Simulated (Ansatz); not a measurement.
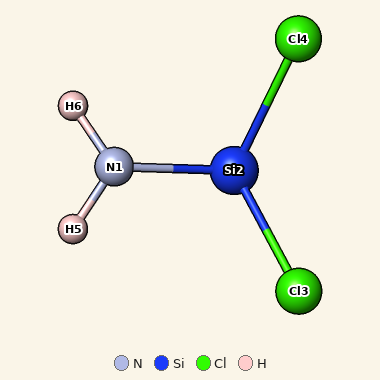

The system is Cl2H2NSi, SMILES N[Si](Cl)Cl, spin multiplicity 2; the picture shows the reference structure. The first coordinate is: umbrella angle at N1 (between each of its bonds and their common axis; 90 is planar); the second: change of the bonds N1–Si2, N1–H5, N1–H6, all alike. Nothing is relaxed (all other coordinates rigid). Grid: 15 × 15 points. Points are written as (first, second). Energies are in kJ/mol, from the relaxed molecule at the same level. Level of theory: UKS PBE-D4/def2-SVP (Ansatz 0.2.0).

Its coordinates:

```xyz
6

N    -0.0145    0.9034   -0.1747
Si   -0.3545   -0.7113    0.3758
Cl    1.3231   -1.3069    1.4845
Cl   -0.5868   -1.8710   -1.3560
H     0.3015    1.6006    0.5066
H    -0.6267    1.3213   -0.8823
```

Range: umbrella angle at N1 (between each of its bonds and their common axis; 90 is planar) from 66.0 to 114.0°; change of the bonds N1–Si2, N1–H5, N1–H6, all alike from −0.139 to 0.215 Å.

Q: What landscape does the calculation give?

A: The lowest grid point is at (100.3°, −0.013 Å), 0.8 kJ/mol from the relaxed molecule at the same level. It is the only kind of minimum in the scanned range. The highest grid point, (66.0°, −0.139 Å), lies 182 kJ/mol above the lowest.

| second ↓, first → | 66.0 | 69.4 | 72.9 | 76.3 | 79.7 | 83.1 | 86.6 | 90.0 | 93.4 | 96.9 | 100.3 | 103.7 | 107.1 | 110.6 | 114.0 |
| --- | --- | --- | --- | --- | --- | --- | --- | --- | --- | --- | --- | --- | --- | --- | --- |
| 0.215 | 160 | 164 | 170 | 175 | 178 | 180 | 180 | 178 | 174 | 169 | 162 | 156 | 149 | 143 | 139 |
| 0.189 | 133 | 136 | 140 | 144 | 146 | 148 | 148 | 146 | 143 | 138 | 132 | 126 | 120 | 116 | 113 |
| 0.164 | 108 | 110 | 113 | 115 | 118 | 119 | 119 | 117 | 114 | 110 | 105 | 99 | 95 | 91 | 89 |
| 0.139 | 86 | 86 | 88 | 89 | 91 | 92 | 91 | 90 | 87 | 83 | 79 | 75 | 71 | 68 | 68 |
| 0.114 | 66 | 65 | 65 | 66 | 67 | 67 | 67 | 65 | 63 | 60 | 56 | 52 | 50 | 48 | 49 |
| 0.088 | 49 | 46 | 45 | 45 | 45 | 45 | 45 | 43 | 41 | 38 | 35 | 33 | 31 | 30 | 32 |
| 0.063 | 36 | 32 | 30 | 29 | 28 | 28 | 27 | 26 | 24 | 21 | 19 | 17 | 16 | 17 | 21 |
| 0.038 | 27 | 22 | 19 | 17 | 16 | 15 | 14 | 12 | 11 | 9 | 7 | 6 | 7 | 9 | 13 |
| 0.013 | 24 | 18 | 14 | 11 | 9 | 7 | 6 | 5 | 3 | 2 | 1 | 1 | 2 | 5 | 11 |
| −0.013 | 28 | 20 | 14 | 11 | 8 | 6 | 4 | 3 | 2 | 1 | 1 | 2 | 4 | 8 | 15 |
| −0.038 | 38 | 29 | 23 | 18 | 15 | 12 | 10 | 9 | 8 | 8 | 8 | 10 | 13 | 18 | 27 |
| −0.063 | 58 | 47 | 39 | 34 | 30 | 27 | 25 | 23 | 23 | 23 | 24 | 26 | 30 | 37 | 47 |
| −0.088 | 87 | 75 | 66 | 59 | 55 | 51 | 49 | 48 | 47 | 47 | 49 | 52 | 58 | 66 | 77 |
| −0.114 | 129 | 116 | 105 | 98 | 93 | 89 | 86 | 85 | 84 | 85 | 88 | 92 | 98 | 107 | 120 |
| −0.139 | 183 | 168 | 157 | 149 | 143 | 138 | 135 | 134 | 134 | 135 | 138 | 143 | 150 | 161 | 175 |

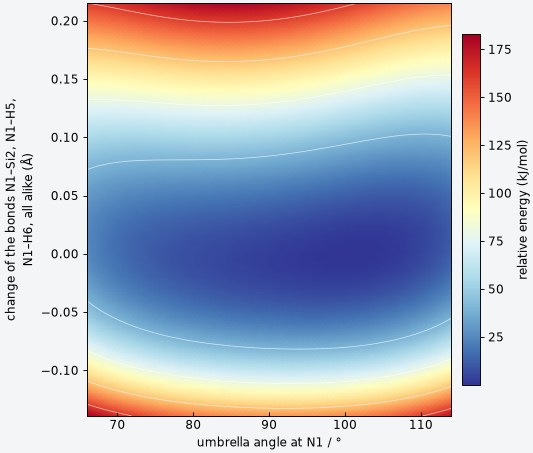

Drawn: a smooth colour map with a few white contour lines. Between grid points the surface is interpolated.

The whole map (225 points run) took 22 min on 1 thread of Arm Neoverse N1 (shared host).
